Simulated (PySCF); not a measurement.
# C₄H₇NOSi: electronic excitations

Wanted: the electronic excitations of C₄H₇NOSi (`O=CC#CCN[SiH3]`), by calculation.

The runs use PySCF 2.14.0, with density-fitted response routines of our own; the level of theory stands in each step. All values are computed, except where a source is named. Atoms are numbered from 0 throughout.

## 1. The starting structure

14 atoms, charge 0, multiplicity 1; geometry from: GFN2-xTB.

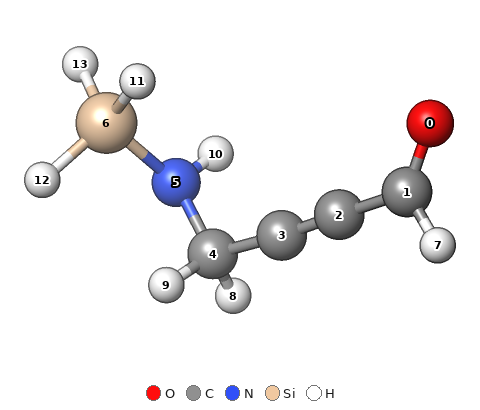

As it starts; oxygen red, carbon grey, nitrogen blue, silicon light orange, hydrogen white, atoms numbered; sticks join atoms by distance.

## 2. Ultraviolet spectrum: B3LYP/def2-SVPD

Job settings and geometry (Å):

```
{"job": {"kind": "uv", "xc": "B3LYP", "basis": "def2-SVPD", "nstates": 8, "ntriplets": 3}, "charge": 0, "multiplicity": 1}
O      3.341447     1.564304    -0.829753
C      3.199160     0.708861     0.004113
C      1.978574     0.039402     0.305971
C      0.955199    -0.534139     0.588865
C     -0.317786    -1.185709     0.826466
N     -1.374028    -0.711244    -0.037563
Si    -2.267529     0.726747     0.299676
H      4.043406     0.356250     0.632488
H     -0.182228    -2.268288     0.692146
H     -0.615362    -1.006896     1.864426
H     -1.173702    -0.914005    -1.006116
H     -1.490544     1.972320     0.285274
H     -2.801298     0.513775     1.646816
H     -3.295987     0.738150    -0.734926
```

Method: TDDFT B3LYP/def2-SVPD, vertical, gas phase, core orbitals frozen in the response.

Launch:

```bash
OMP_NUM_THREADS=1 python probes_run.py task.json out
```

The driver reads the jobs from task.json and runs them one after another.

What will the session give for the following? lowest singlet (B3LYP/def2-SVPD); brightest single state of those computed; lowest triplet. Wanted: lowest singlet; brightest single state of those computed; lowest triplet.

The runs gave:

| quantity | value |
| --- | --- |
| lowest singlet (B3LYP/def2-SVPD) | 3.79 eV (327 nm), f = 0.000 |
| brightest single state of those computed | state 4, 5.56 eV, f = 0.123 |
| lowest triplet | 3.23 eV |

What this shows: The lowest singlet, at 3.79 eV, is HOMO−1→LUMO 0.91 and is dark; of the 8 states computed, the strongest absorption comes from state 4 at 5.56 eV. The lowest triplet lies 0.56 eV below the lowest singlet (triplets in Tamm-Dancoff, singlets in full TDDFT).
